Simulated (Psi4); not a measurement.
# SiH2Cl (chlorosilyl radical): USCAN/cc-pCVDZ (sweep point 2)

What is the energy change on altering one bond length of SiH2Cl (chlorosilyl radical) at USCAN/cc-pCVDZ (sweep point 2)? 

The calculation is run with Psi4 1.11.

## 1. Starting point

SiH2Cl has 4 atoms, charge 0, and is taken as a doublet. SMILES: `[SiH2]Cl`. The shape is that of a GFN2-xTB optimisation.

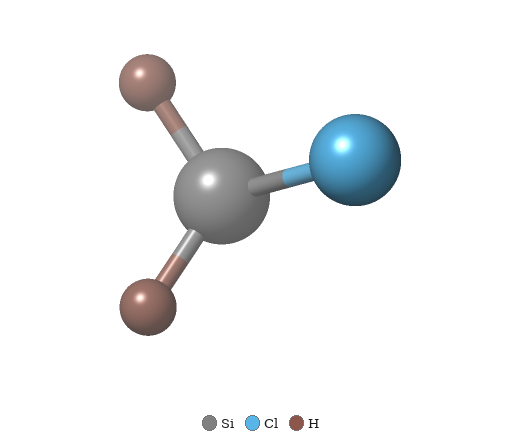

Viewed from a chosen angle; silicon grey, chlorine blue, hydrogen brown.

## 2. A single-point energy at USCAN/cc-pCVDZ (sweep point 2)

Contents of calc.inp:

```
memory 1600 mb

molecule {
  0 2
  Si    -0.283580     0.237700     0.131590
  Cl     1.597690    -0.059610     0.811090
  H     -1.065000    -0.978280     0.263310
  H     -0.249110     0.800200    -1.205980
  units angstrom
  symmetry c1
}

set {
  reference uks
  puream true
  scf_type pk
  dft_radial_points 99
  dft_spherical_points 590
  maxiter 150
}

energy("scan/cc-pCVDZ")
```

The run is started by

```console
$ psi4 calc.inp calc.out -n 1
```

calc.out:

```text
[...]
  Running in c1 symmetry.
[...]
  Nuclear repulsion =   78.978688451799243
[...]
  Multiplicity = 2
[...]
  Nalpha       = 17
  Nbeta        = 16
[...]
    Number of basis functions: 64
[...]
   @UKS iter   1:  -750.89603022370841   -1.47572e-01   6.02402e-03 DIIS/ADIIS
[...]
   @UKS iter   8:  -750.93803711390467   -1.34881e-08   9.19646e-07 DIIS
[...]
   @S^2 Observed:                7.526537561E-01
[...]
    Orbital Energies [Eh]
    ---------------------
    Alpha Occupied:
       1A   -101.219686     2A    -65.876822     3A     -9.366493
       4A     -7.109036     5A     -7.103782     6A     -7.102496
       7A     -5.241958     8A     -3.587330     9A     -3.585506
      10A     -3.582079    11A     -0.805861    12A     -0.516454
      13A     -0.379281    14A     -0.371885    15A     -0.332364
      16A     -0.300545    17A     -0.199863
    Alpha Virtual:
      18A     -0.017875    19A      0.032283    20A      0.041964
      21A      0.205348    22A      0.245211    23A      0.246843
      24A      0.258278    25A      0.275773    26A      0.301840
[...]
  @UKS Final Energy:  -750.93803711390467
   => Energetics <=
    Nuclear Repulsion Energy =             78.9786884517992434
    One-Electron Energy =               -1195.0857705996359073
    Two-Electron Energy =                 415.1810026201250707
    DFT Exchange-Correlation Energy =     -50.0119575861930485
    Empirical Dispersion Energy =           0.0000000000000000
    VV10 Nonlocal Energy =                  0.0000000000000000
    Total Energy =                       -750.9380371139046702
[...]
 Multipole Moments:
 ------------------------------------------------------------------------------------
     Multipole            Electronic (a.u.)      Nuclear  (a.u.)        Total (a.u.)
 ------------------------------------------------------------------------------------
 L = 1.  Multiply by 2.5417464519 to convert [e a0] to [Debye]
 Dipole X            :          3.0075211           -3.4048088           -0.3972877
 Dipole Y            :          0.1886302           -0.1734506            0.0151797
 Dipole Z            :          1.8930272           -2.0930649           -0.2000377
 Magnitude           :                                                    0.4450652
[...]
```

Wall time 10 s (1 thread of Intel Xeon 6975P-C (Granite Rapids), shared host); peak memory 1.1 GiB.

## 3. The distorted shape

Contents of input.dat:

```
memory 1.6 GB

molecule system {
  0 2
  Si    -0.290473     0.125212     0.399074
  Cl     1.590797    -0.172098     1.078574
  H     -1.071893    -1.090768     0.530794
  H     -0.249110     0.800200    -1.205980
  symmetry c1
}

set {
  basis                cc-pCVDZ
  reference            uks
  puream               true
  scf_type             pk
  dft_radial_points    99
  dft_spherical_points 590
  maxiter              150
}

energy_value, wavefunction = energy("scan", return_wfn=True)
```

The run is started by

```console
$ psi4 -n 1 input.dat output.dat
```

output.dat:

```text
[...]
  Running in c1 symmetry.
[...]
  Nuclear repulsion =   77.881143502080093
[...]
  Multiplicity = 2
[...]
  Nalpha       = 17
  Nbeta        = 16
[...]
    Number of basis functions: 64
[...]
   @UKS iter   1:  -750.88657290917604   -1.96338e-01   5.90287e-03 ADIIS/DIIS
[...]
   @UKS iter   9:  -750.92495955477523   -5.57645e-09   3.00251e-07 DIIS
[...]
   @S^2 Observed:                7.524828503E-01
[...]
    Orbital Energies [Eh]
    ---------------------
    Alpha Occupied:
       1A   -101.224611     2A    -65.893278     3A     -9.371363
       4A     -7.113952     5A     -7.108618     6A     -7.107371
       7A     -5.254300     8A     -3.599721     9A     -3.598009
      10A     -3.594753    11A     -0.810157    12A     -0.507848
      13A     -0.382498    14A     -0.355663    15A     -0.336121
      16A     -0.297739    17A     -0.203750
    Alpha Virtual:
      18A     -0.022602    19A     -0.015079    20A      0.037687
      21A      0.207747    22A      0.242234    23A      0.254022
      24A      0.256861    25A      0.280655    26A      0.302866
[...]
  @UKS Final Energy:  -750.92495955477523
   => Energetics <=
    Nuclear Repulsion Energy =             77.8811435020800928
    One-Electron Energy =               -1192.7541966494709413
    Two-Electron Energy =                 413.8967786879488244
    DFT Exchange-Correlation Energy =     -49.9486850953332322
    Empirical Dispersion Energy =           0.0000000000000000
    VV10 Nonlocal Energy =                  0.0000000000000000
    Total Energy =                       -750.9249595547752278
[...]
 Multipole Moments:
 ------------------------------------------------------------------------------------
     Multipole            Electronic (a.u.)      Nuclear  (a.u.)        Total (a.u.)
 ------------------------------------------------------------------------------------
 L = 1.  Multiply by 2.5417464519 to convert [e a0] to [Debye]
 Dipole X            :          3.0289464           -3.3984518           -0.3695054
 Dipole Y            :          0.0019765           -0.0697091           -0.0677326
 Dipole Z            :          2.2865034           -2.3397508           -0.0532474
 Magnitude           :                                                    0.3794170
[...]
```

Run time: 11 s. Hardware: 1 thread of Intel Xeon 6975P-C (Granite Rapids), shared host; peak memory 1.1 GiB.

## 4. Outcome

Level: USCAN/cc-pCVDZ (sweep point 2).

| quantity | value |
| --- | --- |
| first shape: total energy | -750.93804 Eh |
| first shape: dipole moment | 1.13 D |
| first shape: HOMO energy (highest over α and β) | -5.44 eV |
| first shape: LUMO energy (lowest over α and β) | -2.97 eV |
| first shape: ⟨S²⟩ | 0.753 |
| distorted shape: total energy | -750.92496 Eh |
| distorted shape: dipole moment | 0.96 D |
| distorted shape: HOMO energy (highest over α and β) | -5.54 eV |
| distorted shape: LUMO energy (lowest over α and β) | -3.15 eV |
| distorted shape: ⟨S²⟩ | 0.752 |
| energy change with the Si1–H4 bond stretched from 1.451 to 1.742 Å | 0.356 eV |

With the Si1–H4 bond stretched from 1.451 to 1.742 Å the energy rises by 0.36 eV (8.2 kcal/mol). The first shape isn't relaxed at this level, so the change isn't measured from a minimum.
